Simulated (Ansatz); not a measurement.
**Zr4F: what a guessed cell relaxes into**

Aim: relax a trial structure of Zr4F and see where it ends.

Method: DFT PBE, scalar-relativistic, plane waves, PAW, in Ansatz 0.2.0.

### Step 1. The starting structure

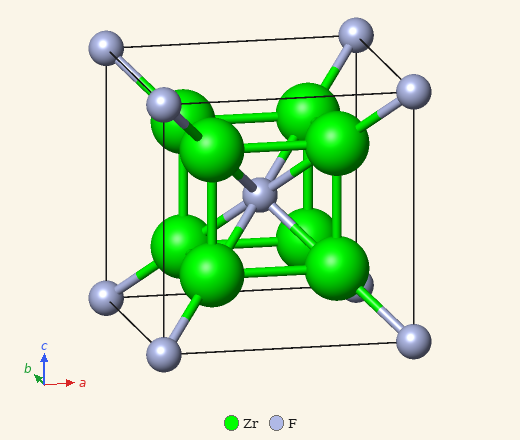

Start, viewed slightly off an axis; zirconium green, fluorine light blue. Atoms on the faces are drawn again on the opposite ones. The cell drawn here is the conventional one.

Coordinates:

```
Zr F
1.0
    -2.66689    2.66689    2.66689
     2.66689   -2.66689    2.66689
     2.66689    2.66689   -2.66689
Zr F
4 1
Direct
  0.00000 0.00000 0.50000
  0.50000 0.00000 0.00000
  0.50000 0.50000 0.50000
  0.00000 0.50000 0.00000
  0.00000 0.00000 0.00000
```

Recipe of the guess: species swapped into a database cell of NiHg4 (Im-3m, No. 229), with F on the Ni sites and Zr on the Hg sites. Its size is a rough estimate.

### Step 2. The guess as it stands, on a coarse mesh

The input, input.yaml:

```yaml
crystal:
  lattice:
    - [-2.66688554, 2.66688554, 2.66688554]
    - [2.66688554, -2.66688554, 2.66688554]
    - [2.66688554, 2.66688554, -2.66688554]
  atoms:
    - { symbol: Zr, position: [0.0, 0.0, 0.5] }
    - { symbol: Zr, position: [0.5, 0.0, 0.0] }
    - { symbol: Zr, position: [0.5, 0.5, 0.5] }
    - { symbol: Zr, position: [0.0, 0.5, 0.0] }
    - { symbol: F, position: [0.0, 0.0, 0.0] }
basis:
  ecutwfc: 420
kpoints:
  mp_grid: { grid: [4, 4, 4] }
hamiltonian:
  xc: pbe
scf:
  occupations: { method: gaussian, width: 0.1 }
  lower_state_search: "off"
output:
  forces: true
  stress: true
  eigenvalues: true
```

Started as:

```sh
> ansatz run input.yaml --threads 1 --pin off --max-ram 2560MiB --backend cpu --events-out ev --progress --plain --runs-dir out
```

Output, shortened:

```text
[...]
SCF converged after 7 iterations
Free energy (F): -17536.623577 eV
[...]
E sigma→0 (E₀):  -17536.600375 eV
Entropy (-TS):   -0.046405 eV (-9.281 meV/atom)
Fermi energy:    19.053984 eV
[...]
--- Forces (eV/Å), atoms counted from 1 ---
  atom   1  Zr     0.00000000     0.00000000    -0.00000000
  atom   2  Zr     0.00000000    -0.00000000    -0.00000000
  atom   3  Zr     0.00000000    -0.00000000     0.00000000
  atom   4  Zr     0.00000000    -0.00000000     0.00000000
  atom   5  F     -0.00000000     0.00000000     0.00000000
[...]
--- Stress (GPa, compression-positive) ---
       46.745189       0.000000      -0.000000
        0.000000      46.745189       0.000000
       -0.000000      -0.000000      46.745189
  P = ⅓ Tr σ = 46.7452 GPa (467.452 kbar)
--- Band table (eV; the first three rows and the last of 8) ---
[...]
```

It took 7.8 s on 1 thread of Intel Xeon at 2.50GHz (Skylake/Cascade Lake), shared host; peak memory 0.34 GiB.

From the probe: pressure 46.7 GPa, largest force 0.00 eV/Å, gap on this mesh none (metal). A cheap, loose relaxation comes first.

### Step 3. Rough relaxation on the coarse mesh

input.yaml, as its differences from that of step 2:

```diff
@@ -24 +24,6 @@
   eigenvalues: true
+relax:
+  adjacent_minimum: "off"
+  f_tol: 0.04
+  max_steps: 70
+  cell: { stress_tol: 0.4 }
```

Started as:

```sh
> ansatz run input.yaml --threads 1 --pin off --max-ram 2560MiB --backend cpu --events-out ev --progress --plain --runs-dir out
```

Output:

```text
Warning: RAYON_NUM_THREADS=1 ignored (pool sized by the plan → 1); use --threads N
Engine: ansatz 0.2.0, x86_64-unknown-linux-gnu
Pseudopotentials: kind: paw
Pseudopotential: Zr, paw, valence charge 12, recommended cutoff 420 eV (normal), Zr.paw.azcp
Pseudopotential: F, paw, valence charge 7, recommended cutoff 420 eV (normal), F.paw.azcp
Functional definition: PBE
  parameter kappa = 0.804
  parameter beta = 0.06672455060314922
  exchange = pbe_x(kappa = kappa, mu = beta*pi^2/3)
  correlation = pbe_c(beta = beta)
Crystal: 5 atoms, lattice volume = 75.871 Å³
Basis set: ecut = 420 eV, 1481 PW (Γ), exchange–correlation on 64×64×64 points (8 copies of the dense FFT grid, shifted against one another)
Bands: 33, of which v1, the nominal top of the filled ones, is band 28 counted from 1 (27 counted from 0)
Symmetry: 48 space group operations
Space group: Im-3m (ITA 229), of the structure as read, at distance tolerance 4.2e-5 Å
k-points: 8 of 64
Non-local potential: Zr, projectors of the file, l = 0: 3, l = 1: 2, l = 2: 2, l = 3: 2
Non-local potential: F, projectors of the file, l = 0: 2, l = 1: 2, l = 2: 1
PAW form: soft (Blöchl's): semilocal exchange-correlation on the pseudo side does not see the compensation charge
PAW one-centre angular grid: Zr, 590 points (default); XC on 64 Gauss nodes
PAW one-centre angular grid: F, 110 points (default); XC on 64 Gauss nodes
Initial density: superposition of atomic densities (neutral atoms: chi_scale 0, normalization atom), corrected by the library's trained network
Initial wavefunctions: pseudopotential atomic-orbital guess
Functional: x = pbe(κ = 0.804, μ = 0.2195149727645171), c = pbe(β = 0.06672455060314922)
SCF iter   1: F=—  HF=-17536.731280 eV  |F-HF|=—  |Δ(HF+E_count)|=         —  Δρ=2.54e-2  dr2=4.84e-1  ethr=1.77e-3  ⟨swp⟩=4.6  Hψ=1028  notcnv=0
preconditioner: auto → Resta (q_TF=auto, 2.586 Å⁻¹)  ε∞=3.6  [insulator: Δε(μ)=0.135 eV  Ē_g=17.572 eV  σ=0.100 eV  W_gap=0.66  n_scr=18 (ndim 8)  ℏωp=28.6 eV  f_vac=0.000  D(μ)=7.51/eV (n_scr^D=86)  ε∞_Penn≈3.6]
SCF iter   2: F=—  HF=-17536.639091 eV  |F-HF|=—  |Δ(HF+E_count)|=   9.22e-2  Δρ=1.16e-2  dr2=5.46e-2  ethr=8.80e-4  ⟨swp⟩=2.1  Hψ=469  notcnv=0  defer=3
preconditioner: auto → Kerker (q_TF=auto, 2.586 Å⁻¹)  [metal: Δε(μ)=0.104 eV  Ē_g=17.523 eV  σ=0.100 eV  W_gap=0.49  n_scr=18 (ndim 8)  ℏωp=28.6 eV  f_vac=0.000  D(μ)=9.38/eV (n_scr^D=140)]
SCF iter   3: F=—  HF=-17536.628082 eV  |F-HF|=—  |Δ(HF+E_count)|=   1.10e-2  Δρ=5.07e-3  dr2=1.74e-2  ethr=9.93e-5  ⟨swp⟩=2.0  Hψ=425  notcnv=0  defer=3
SCF iter   4: F=—  HF=-17536.623667 eV  |F-HF|=—  |Δ(HF+E_count)|=   4.41e-3  Δρ=8.41e-4  dr2=6.20e-4  ethr=3.17e-5  ⟨swp⟩=2.1  Hψ=330  notcnv=0  defer=3
SCF iter   5: F=—  HF=-17536.623570 eV  |F-HF|=—  |Δ(HF+E_count)|=   9.64e-5  Δρ=1.88e-4  dr2=2.40e-5  ethr=1.13e-6  ⟨swp⟩=2.1  Hψ=335  notcnv=0  defer=3
SCF iter   6: F=—  HF=-17536.623577 eV  |F-HF|=—  |Δ(HF+E_count)|=   6.74e-6  Δρ=4.41e-5  dr2=1.11e-6  ethr=4.36e-8  ⟨swp⟩=2.2  Hψ=355  notcnv=0  defer=3
SCF iter   7: F=-17536.623577 eV  HF=-17536.623577 eV  |F-HF|=5.70e-9  |Δ(HF+E_count)|=   7.66e-8  Δρ=5.75e-6  dr2=1.25e-8  ethr=1.82e-10  ⟨swp⟩=6.9  Hψ=1159  notcnv=0
SCF 1 converged in 7 iterations: F = -17536.623577 eV  dr2 = 1.25e-8
relax step   1: F+E_penalty+E_count = -17536.62357713 eV  Δ(F+E_penalty+E_count) = +0.000e0 eV  max|allowed force component| = 1.657e-29 eV/Å  Δτ_max = 0.0000 Å  P = +46.745 GPa  Ω = 75.871 Å³  (7 SCF iters, dr2 threshold 1.00e-7 eV, accepted)
Crystal: 5 atoms, lattice volume = 87.516 Å³
Basis set: ecut = 420 eV, 1721 PW (Γ), exchange–correlation on 64×64×64 points (8 copies of the dense FFT grid, shifted against one another)
Initial density: handed on by an earlier stage of this run
Initial wavefunctions: those handed on with the density
iter 1 solved again at ethr=2.85e-3 eV; its pass at ethr=3.10e-3 eV (dr2=1.57e0 eV) is discarded
SCF iter   1: F=—  HF=-17539.432720 eV  |F-HF|=—  |Δ(HF+E_count)|=         —  Δρ=3.16e-2  dr2=1.58e0  ethr=2.85e-3  ⟨swp⟩=1.0  Hψ=1234  notcnv=0
preconditioner: auto → Kerker (q_TF=auto, 2.525 Å⁻¹)  [metal: Δε(μ)=0.046 eV  Ē_g=5.498 eV  σ=0.100 eV  W_gap=0.25  n_scr=18 (ndim 8)  ℏωp=18.2 eV  f_vac=0.000  D(μ)=9.85/eV (n_scr^D=140)]
SCF iter   2: F=—  HF=-17539.106547 eV  |F-HF|=—  |Δ(HF+E_count)|=   3.26e-1  Δρ=1.44e-2  dr2=2.96e-1  ethr=2.85e-3  ⟨swp⟩=2.0  Hψ=372  notcnv=0
SCF iter   3: F=—  HF=-17539.031377 eV  |F-HF|=—  |Δ(HF+E_count)|=   7.52e-2  Δρ=7.03e-3  dr2=1.17e-1  ethr=5.38e-4  ⟨swp⟩=1.4  Hψ=301  notcnv=0
SCF iter   4: F=—  HF=-17538.990838 eV  |F-HF|=—  |Δ(HF+E_count)|=   4.05e-2  Δρ=1.93e-3  dr2=2.16e-3  ethr=2.12e-4  ⟨swp⟩=2.1  Hψ=383  notcnv=0
SCF iter   5: F=—  HF=-17538.991106 eV  |F-HF|=—  |Δ(HF+E_count)|=   2.68e-4  Δρ=4.18e-4  dr2=1.11e-4  ethr=3.92e-6  ⟨swp⟩=2.0  Hψ=442  notcnv=0
SCF iter   6: F=—  HF=-17538.991063 eV  |F-HF|=—  |Δ(HF+E_count)|=   4.33e-5  Δρ=8.30e-5  dr2=7.02e-6  ethr=2.01e-7  ⟨swp⟩=2.0  Hψ=365  notcnv=0
SCF iter   7: F=-17538.991062 eV  HF=-17538.991062 eV  |F-HF|=3.78e-9  |Δ(HF+E_count)|=   8.32e-7  Δρ=1.46e-5  dr2=1.52e-7  ethr=9.09e-10  ⟨swp⟩=4.0  Hψ=1109  notcnv=0
SCF 2 converged in 7 iterations: F = -17538.991062 eV  dr2 = 1.52e-7
relax step   2: F+E_penalty+E_count = -17538.99106184 eV  Δ(F+E_penalty+E_count) = -2.367e0 eV  max|allowed force component| = 1.788e-29 eV/Å  Δτ_max = 0.0000 Å  P = +20.633 GPa  Ω = 87.516 Å³  energy of the carried Pulay correction = -1.124e-2 eV  (7 SCF iters, dr2 threshold 5.00e-7 eV, accepted)
Crystal: 5 atoms, lattice volume = 99.544 Å³
Basis set: ecut = 420 eV, 1961 PW (Γ), exchange–correlation on 64×64×64 points (8 copies of the dense FFT grid, shifted against one another)
iter 1 solved again at ethr=2.60e-3 eV; its pass at ethr=3.10e-3 eV (dr2=1.43e0 eV) is discarded
SCF iter   1: F=—  HF=-17540.236635 eV  |F-HF|=—  |Δ(HF+E_count)|=         —  Δρ=2.86e-2  dr2=1.44e0  ethr=2.60e-3  ⟨swp⟩=1.0  Hψ=1235  notcnv=0
preconditioner: auto → Kerker (q_TF=auto, 2.471 Å⁻¹)  [metal: Δε(μ)=0.045 eV  Ē_g=4.944 eV  σ=0.100 eV  W_gap=0.25  n_scr=18 (ndim 8)  ℏωp=17.1 eV  f_vac=0.000  D(μ)=9.83/eV (n_scr^D=134)]
SCF iter   2: F=—  HF=-17539.947403 eV  |F-HF|=—  |Δ(HF+E_count)|=   2.89e-1  Δρ=1.29e-2  dr2=2.31e-1  ethr=2.60e-3  ⟨swp⟩=2.1  Hψ=383  notcnv=0
SCF iter   3: F=—  HF=-17539.890815 eV  |F-HF|=—  |Δ(HF+E_count)|=   5.66e-2  Δρ=6.08e-3  dr2=1.02e-1  ethr=4.21e-4  ⟨swp⟩=1.0  Hψ=296  notcnv=0
SCF iter   4: F=—  HF=-17539.855763 eV  |F-HF|=—  |Δ(HF+E_count)|=   3.51e-2  Δρ=1.83e-3  dr2=2.24e-3  ethr=1.85e-4  ⟨swp⟩=2.0  Hψ=375  notcnv=0
SCF iter   5: F=—  HF=-17539.856049 eV  |F-HF|=—  |Δ(HF+E_count)|=   2.86e-4  Δρ=5.03e-4  dr2=1.46e-4  ethr=4.08e-6  ⟨swp⟩=2.1  Hψ=439  notcnv=0
SCF iter   6: F=—  HF=-17539.855991 eV  |F-HF|=—  |Δ(HF+E_count)|=   5.87e-5  Δρ=8.80e-5  dr2=9.64e-6  ethr=2.65e-7  ⟨swp⟩=2.0  Hψ=395  notcnv=0
SCF iter   7: F=-17539.855989 eV  HF=-17539.855989 eV  |F-HF|=1.33e-8  |Δ(HF+E_count)|=   1.37e-6  Δρ=1.50e-5  dr2=2.16e-7  ethr=9.09e-10  ⟨swp⟩=4.0  Hψ=1131  notcnv=0
SCF 3 converged in 7 iterations: F = -17539.855989 eV  dr2 = 2.16e-7
relax step   3: F+E_penalty+E_count = -17539.85598920 eV  Δ(F+E_penalty+E_count) = -8.649e-1 eV  max|allowed force component| = 1.210e-29 eV/Å  Δτ_max = 0.0000 Å  P = +4.046 GPa  Ω = 99.544 Å³  energy of the carried Pulay correction = -2.129e-2 eV  (7 SCF iters, dr2 threshold 5.00e-7 eV, accepted)
[... 12 lines left out ...]
relax step   4: F+E_penalty+E_count = -17539.89672216 eV  Δ(F+E_penalty+E_count) = -4.073e-2 eV  max|allowed force component| = 1.102e-29 eV/Å  Δτ_max = 0.0000 Å  P = -1.222 GPa  Ω = 104.964 Å³  energy of the carried Pulay correction = -2.539e-2 eV  (6 SCF iters, dr2 threshold 5.00e-7 eV, accepted)
[... 11 lines left out ...]
relax step   5: F+E_penalty+E_count = -17539.90289788 eV  Δ(F+E_penalty+E_count) = -6.176e-3 eV  max|allowed force component| = 1.057e-29 eV/Å  Δτ_max = 0.0000 Å  P = -0.043 GPa  Ω = 103.655 Å³  energy of the carried Pulay correction = -2.442e-2 eV  (6 SCF iters, dr2 threshold 5.00e-7 eV, accepted)
[... 12 lines left out ...]
relax step   6: F+E_penalty+E_count = -17540.06854735 eV  Δ(F+E_penalty+E_count) = -1.656e-1 eV  max|allowed force component| = 1.062e-29 eV/Å  Δτ_max = 0.0000 Å  P = +2.051 GPa  Ω = 103.655 Å³  stress off target by 2.05e0 GPa  SCF on the basis re-selected at this cell (its energy is not comparable with the rows above)  (7 SCF iters)
[... 12 lines left out ...]
relax step   7: F+E_penalty+E_count = -17540.08301279 eV  Δ(F+E_penalty+E_count) = -1.447e-2 eV  max|allowed force component| = 1.295e-29 eV/Å  Δτ_max = 0.0000 Å  P = +0.340 GPa  Ω = 105.919 Å³  energy of the carried Pulay correction = -2.208e-3 eV  (6 SCF iters, dr2 threshold 5.00e-7 eV, accepted)
iter 1 solved again at ethr=6.24e-9 eV; its pass at ethr=3.10e-3 eV (dr2=3.43e-6 eV) is discarded
SCF iter   1: F=—  HF=-17540.085438 eV  |F-HF|=—  |Δ(HF+E_count)|=         —  Δρ=1.27e-4  dr2=2.47e-6  ethr=6.24e-9  ⟨swp⟩=4.2  Hψ=1878  notcnv=0
preconditioner: auto → Resta (q_TF=auto, 2.446 Å⁻¹)  ε∞=15.6  [insulator: Δε(μ)=0.136 eV  Ē_g=4.328 eV  σ=0.100 eV  W_gap=0.54  n_scr=18 (ndim 8)  ℏωp=16.5 eV  f_vac=0.000  D(μ)=4.52/eV (n_scr^D=42)  ε∞_Penn≈15.6]
SCF iter   2: F=—  HF=-17540.085446 eV  |F-HF|=—  |Δ(HF+E_count)|=   8.81e-6  Δρ=5.58e-5  dr2=8.31e-7  ethr=4.49e-9  ⟨swp⟩=2.0  Hψ=418  notcnv=0
SCF iter   3: F=—  HF=-17540.085447 eV  |F-HF|=—  |Δ(HF+E_count)|=   1.14e-6  Δρ=2.69e-5  dr2=1.09e-7  ethr=1.51e-9  ⟨swp⟩=2.0  Hψ=297  notcnv=0
SCF iter   4: F=-17540.085448 eV  HF=-17540.085448 eV  |F-HF|=1.96e-10  |Δ(HF+E_count)|=   3.03e-7  Δρ=1.06e-6  dr2=1.05e-9  ethr=5.82e-12  ⟨swp⟩=4.1  Hψ=1210  notcnv=0
SCF 8 converged in 4 iterations: F = -17540.085448 eV  dr2 = 1.05e-9
relax step   8: F+E_penalty+E_count = -17540.08544776 eV  Δ(F+E_penalty+E_count) = -2.435e-3 eV  max|allowed force component| = 9.177e-30 eV/Å  Δτ_max = 0.0000 Å  P = +0.350 GPa  Ω = 105.919 Å³  stress off target by 3.50e-1 GPa  SCF on the basis re-selected at this cell (its energy is not comparable with the rows above)  (4 SCF iters)
basis re-selected at this cell: Δ(F+E_penalty+E_count) = -2.435e-3 eV, ΔP = +0.010 GPa vs the last step (what re-selecting the basis moved, of the pressure what is left beyond the Pulay correction that the steps carried, after the strain that the cell walked since its last selection, with what the two solves' SCF thresholds leave and, on support functions, any second-order correction that the steps lacked; it is no measure of the basis error at this ecutwfc). This SCF's stress stands 3.50e-1 GPa from its target on what of the cell is left free (relax.cell.stress_tol is 4.00e-1 GPa) and its largest allowed force component is 9.18e-30 eV/Å (relax.f_tol is 4.00e-2 eV/Å): within both
SCF converged after 4 iterations
Free energy (F): -17540.085448 eV
Harris-Foulkes:  -17540.085448 eV  (|F-HF|=1.96e-10)
Internal energy: -17540.062844 eV  (E = F + TS)
E sigma→0 (E₀):  -17540.074146 eV
Entropy (-TS):   -0.022604 eV (-4.521 meV/atom)
Fermi energy:    12.867080 eV
--- Per-component energies (eV) ---
  E_band       = -449.162324
  E_kinetic    = 1540.471706
  E_local      = -3364.599132  (includes V_loc(G=0)·N_el)
  E_nonlocal   = 402.388623
  E_hartree    = 1113.012200
  E_xc         = -724.181354
  E_vxc        = -863.281791  (∫ρ·V_xc dr)
  E_paw        = -12018.643532  (= ΣΔE_a)
  E_vpaw       = -390.168108  (= ΣTr[D̂ρ^β])
  E_aug_tail   = 0.002116  (compensation charges beyond the density's cutoff)
  E_ewald      = -4488.513470
  E_smearing   = -0.022604  (= −TS)
  E_closure    = 0.000000  (closes the sum)
  Σ components = -17540.085448   (vs F -17540.085448, Δ=0.00e0)
--- Forces (eV/Å), atoms counted from 1 ---
  atom   1  Zr     0.00000000    -0.00000000    -0.00000000
  atom   2  Zr     0.00000000    -0.00000000    -0.00000000
  atom   3  Zr     0.00000000    -0.00000000     0.00000000
  atom   4  Zr     0.00000000     0.00000000     0.00000000
  atom   5  F      0.00000000    -0.00000000     0.00000000
  max |Σ_I F_I| component: 5.40e-29 eV/Å
--- Stress (GPa, compression-positive) ---
        0.349738      -0.000000       0.000000
       -0.000000       0.349738       0.000000
        0.000000       0.000000       0.349738
  P = ⅓ Tr σ = 0.3497 GPa (3.497 kbar)
--- Band table (eV; the first three rows and the last of 8) ---
  k-point 0: bands = ["-36.0070", "-35.7872", "-35.7872", "-35.7872", "-14.5378", "-14.5378", "-14.5378", "-14.3121", "-14.3121", "-14.3121", "-13.8361", "-13.5539", "-13.5416", "-13.5416", "-13.5416", "-13.2933", "-13.2933", "4.6763", "4.6763", "4.6763", "8.2412", "9.9205", "9.9205", "11.0765", "11.0765", "11.9502", "12.2098", "12.2098", "12.2098", "15.3887", "15.3887", "15.3887", "15.6953"]
  k-point 1: bands = ["-35.9747", "-35.8192", "-35.7880", "-35.7879", "-14.7487", "-14.4983", "-14.3861", "-14.2602", "-14.2408", "-14.1651", "-13.8333", "-13.6774", "-13.6697", "-13.5125", "-13.4446", "-13.3785", "-13.3492", "4.3264", "4.5019", "4.6372", "8.9748", "10.4728", "10.4778", "11.4032", "11.6990", "11.9730", "12.5744", "12.7045", "12.8512", "14.3431", "14.4876", "14.5394", "15.1133"]
  k-point 2: bands = ["-35.8970", "-35.8964", "-35.7889", "-35.7887", "-14.8981", "-14.4734", "-14.1734", "-14.0463", "-14.0399", "-14.0055", "-13.9354", "-13.9064", "-13.8186", "-13.7955", "-13.4401", "-13.4384", "-13.2063", "4.0186", "4.3374", "4.6006", "10.4096", "10.5894", "11.5129", "11.6139", "12.1695", "12.7221", "13.2249", "13.2485", "13.3484", "13.6351", "13.7074", "14.2161", "14.3116"]
  k-point 7: bands = ["-35.8947", "-35.8947", "-35.8947", "-35.6832", "-15.3857", "-14.4541", "-14.4541", "-14.2995", "-14.2995", "-14.2995", "-13.5322", "-13.5322", "-13.5322", "-13.3784", "-13.3784", "-13.3784", "-13.0236", "3.9347", "3.9347", "3.9347", "11.0669", "11.0669", "11.0669", "11.8510", "11.8510", "11.8510", "12.4675", "12.4675", "12.4675", "12.9874", "12.9874", "15.1250", "15.1250"]
--- Relaxed structure (6 steps of the walk, 6 accepted, 2 SCFs on fresh bases) ---
  F+E_penalty+E_count = -17540.08544776 eV   max|allowed force component| = 9.177e-30 eV/Å   (the final SCF, on the basis selected at the relaxed cell)
  cell:  # Å, volume = 105.9190 Å³
    - [-2.9806066852508684, 2.9806066852508684, 2.9806066852508684]
    - [2.9806066852508684, -2.9806066852508684, 2.9806066852508684]
    - [2.9806066852508684, 2.9806066852508684, -2.9806066852508684]
  atoms:
    - { symbol: Zr, position: [0.0, 0.0, 0.5] }
    - { symbol: Zr, position: [0.5, 0.0, 0.0] }
    - { symbol: Zr, position: [0.5, 0.5, 0.5] }
    - { symbol: Zr, position: [0.0, 0.5, 0.0] }
    - { symbol: F, position: [-1.1777486728522241e-36, -6.217854769905806e-36, -7.108806360755974e-36] }
```

Run time: 47 s. Hardware: 1 thread of Intel Xeon at 2.50GHz (Skylake/Cascade Lake), shared host; peak memory 0.39 GiB.

The steps of the relaxation:

```csv
step,energy from step 1 (eV/cell),largest force component (eV/Å),pressure (GPa),volume (Å³)
1,0.0000,0.0000,46.75,75.87
2,-2.3675,0.0000,20.63,87.52
3,-3.2324,0.0000,4.05,99.54
4,-3.2731,0.0000,-1.22,104.96
5,-3.2793,0.0000,-0.04,103.66
6,-3.4450,0.0000,2.05,103.66
7,-3.4594,0.0000,0.34,105.92
8,-3.4619,0.0000,0.35,105.92
```

Step 1 is the start. Steps 6, 8 each repeat the geometry before them on a plane-wave basis chosen anew, so the energy can jump there without any move.

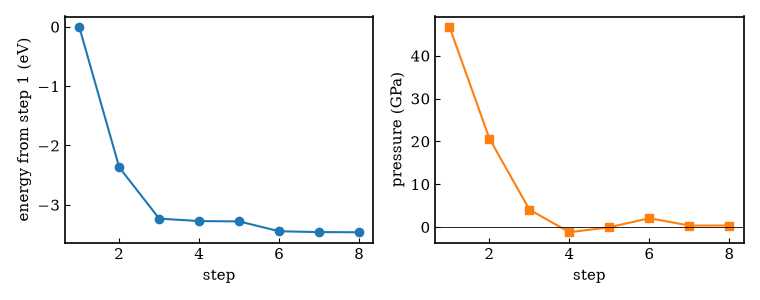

Energy and pressure along the relaxation.

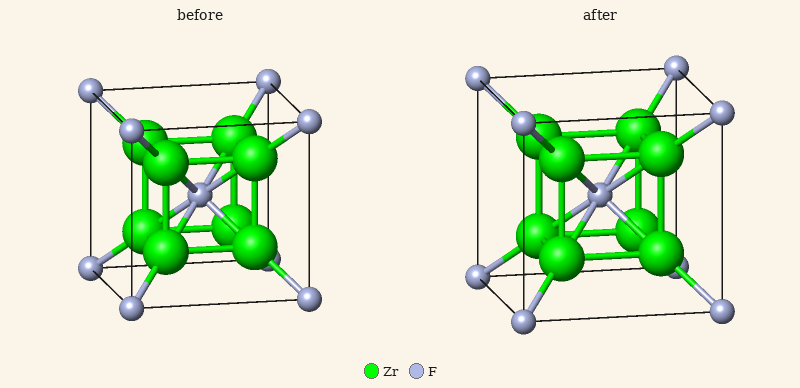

Before and after, at one scale.

Lengths and angles in the start's conventional setting:

|  | before | after | change |
| --- | --- | --- | --- |
| a (Å) | 5.334 | 5.961 | +11.8 % |
| b (Å) | 5.334 | 5.961 | +11.8 % |
| c (Å) | 5.334 | 5.961 | +11.8 % |
| volume (Å³/atom) | 15.17 | 21.18 | +39.6 % |
| shortest distance (Å) | 2.310 | 2.581 | +11.8 % |
| space group (0.01 Å) | Im-3m | Im-3m | same |

The run keeps the 48 symmetry operations of the start, so it could not have lowered the symmetry.

### Step 4. Spin check on a coarse mesh

The input, input.yaml:

```yaml
crystal:
  lattice:
    - [-2.9806066853, 2.9806066853, 2.9806066853]
    - [2.9806066853, -2.9806066853, 2.9806066853]
    - [2.9806066853, 2.9806066853, -2.9806066853]
  atoms:
    - { symbol: Zr, position: [0.0, 0.0, 0.5], spin: 1.0 }
    - { symbol: Zr, position: [0.5, 0.0, 0.0], spin: 1.0 }
    - { symbol: Zr, position: [0.5, 0.5, 0.5], spin: 1.0 }
    - { symbol: Zr, position: [0.0, 0.5, 0.0], spin: 1.0 }
    - { symbol: F, position: [0.0, 0.0, 0.0] }
basis:
  ecutwfc: 420
kpoints:
  mp_grid: { grid: [4, 4, 4] }
hamiltonian:
  xc: pbe
scf:
  occupations: { method: gaussian, width: 0.1 }
  lower_state_search: "off"
output:
  forces: true
  stress: true
  eigenvalues: true
  populations: true
magnetization:
  spin_polarized: true
```

Started as:

```sh
> ansatz run input.yaml --threads 1 --pin off --max-ram 2560MiB --backend cpu --events-out ev --progress --plain --runs-dir out
```

Output, shortened:

```text
[...]
SCF converged after 15 iterations
Magnetization: 0.0000 μB (27.5000 up, 27.5000 down)
Absolute magnetization: 0.0000 μB (∫|ρ↑−ρ↓|, with the PAW one-centre terms)
Spin contamination: 0.0000 ħ² per cell (⟨S²⟩ above its minimum at these occupations)
[...]
       -0.000000       0.349777       0.000000
       -0.000000       0.000000       0.349777
  P = ⅓ Tr σ = 0.3498 GPa (3.498 kbar)
--- Band table (eV; the first three rows and the last of 16) ---
[...]
--- Löwdin populations: 5 sites ---
  site symbol       q [e]    m [muB]
     0     Zr     11.8406     0.0000
     1     Zr     11.8406     0.0000
     2     Zr     11.8406     0.0000
     3     Zr     11.8406     0.0000
     4      F      7.4021     0.0000
  spilling = 0.004282 (of n_electrons = 55.000000)
```

Wall time 25 s (1 thread of Intel Xeon at 2.50GHz (Skylake/Cascade Lake), shared host); peak memory 0.42 GiB.

By site:

| atom | Löwdin electrons |
| --- | --- |
| Zr1 | 11.84 |
| Zr2 | 11.84 |
| Zr3 | 11.84 |
| Zr4 | 11.84 |
| F5 | 7.40 |

The Löwdin counts miss 0.24 of the 55 electrons, which the atomic orbitals do not span, so they are no charges.

The same cell is solved with trial moments on Zr. The largest site moment that stays is 0.00 μB and the cell's total 0.00 μB. The workflow keeps spin only above 0.25 μB on a site, so the next run goes without spin.

(Part 1 of 2 ends here.)
